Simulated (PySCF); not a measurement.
## Electronic structure of C5H11N2Si (SMILES [CH2]C#CC[Si](C)(N)N) (doublet) in real space

```yaml
atoms:
  - { symbol: C, position_ang: [3.3953, -1.7038, 0.0842] }
  - { symbol: C, position_ang: [2.4983, -0.6948, 0.0984] }
  - { symbol: C, position_ang: [1.7114, 0.2433, 0.1149] }
  - { symbol: C, position_ang: [0.7080, 1.2603, 0.1179] }
  - { symbol: Si, position_ang: [-1.0405, 0.4908, -0.1249] }
  - { symbol: C, position_ang: [-1.5343, -0.5731, 1.3717] }
  - { symbol: N, position_ang: [-0.9113, -0.3539, -1.6344] }
  - { symbol: N, position_ang: [-2.1558, 1.8100, -0.1788] }
  - { symbol: H, position_ang: [3.8234, -2.0513, -0.8397] }
  - { symbol: H, position_ang: [3.7062, -2.1778, 0.9982] }
  - { symbol: H, position_ang: [0.7334, 1.8095, 1.0592] }
  - { symbol: H, position_ang: [0.8913, 1.9659, -0.6932] }
  - { symbol: H, position_ang: [-2.4955, -1.0524, 1.2104] }
  - { symbol: H, position_ang: [-0.8023, -1.3555, 1.5462] }
  - { symbol: H, position_ang: [-1.6099, 0.0174, 2.2784] }
  - { symbol: H, position_ang: [-1.6864, -0.9093, -1.9599] }
  - { symbol: H, position_ang: [-0.0451, -0.8305, -1.8306] }
  - { symbol: H, position_ang: [-2.0670, 2.4852, -0.9205] }
  - { symbol: H, position_ang: [-3.1290, 1.6292, 0.0020] }
```

Geometry: GFN2-xTB.

All numbers below come from PySCF, UKS B3LYP, pcH-1 on C H N Si, non-relativistic, mean-field spin-orbit, GIAO.

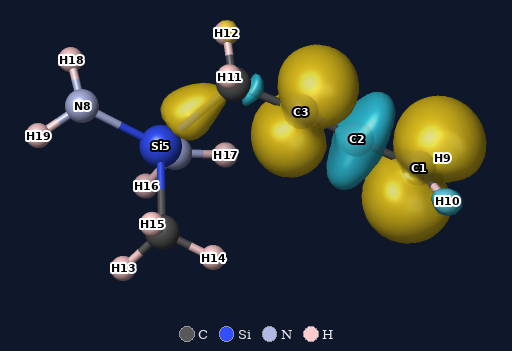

Figure 1. Isosurfaces of the spin density (α minus β) at +0.02 (yellow) and −0.02 e/Å³ (cyan), seen at a tilt.

Where is the unpaired spin?

Answer. The unpaired spin (1 electron) lies mostly on C1 (about 0.5) and C3 (about 0.3), in electrons by Hirshfeld's partition.

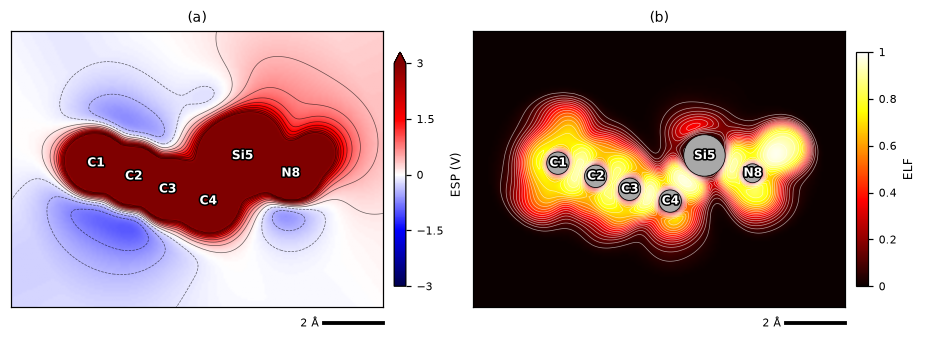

Figure 2. (a) electrostatic potential; (b) electron localisation function on the plane of atoms C4, Si5 and N8. Grey discs cover the atomic cores in the ELF map.

Interpret the plot.

Answer.
- Atoms in the plane: C, Si and N.
- C–C (1.22 Å): the ELF peaks at about 0.85 between the atoms; a short, multiple covalent bond.
- Si–N (1.73 Å): the ELF peaks at about 0.90 between the atoms: a polar covalent bond.
- C–Si (1.93 Å): the ELF peaks at about 0.95 between the atoms: a shared electron pair.
- C–C (1.35 Å): the ELF peaks at about 0.95 between the atoms: localised, covalent bonding.
- Outside the dense part of the molecule the potential is most negative (−1.0 V) near C2.

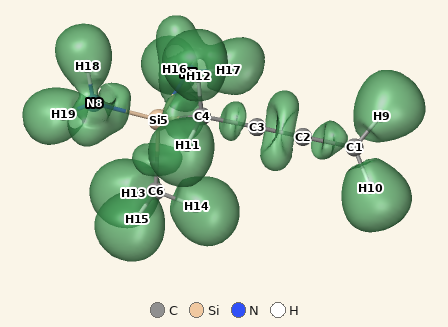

Figure 3. Isosurface of the electron localisation function at 0.8 (green), seen at a tilt. Only the valence region is drawn (cores and ρ < 0.01 e/Å³ removed).

Where are the electrons localised?

Answer. The ELF exceeds this value in three regions between bonded C–C atoms (shared pairs), two regions between bonded C–Si atoms (shared pairs), seven regions around hydrogen nuclei and two joined regions spread over several atoms (H, N), in which their bonds and any lone pairs are merged.
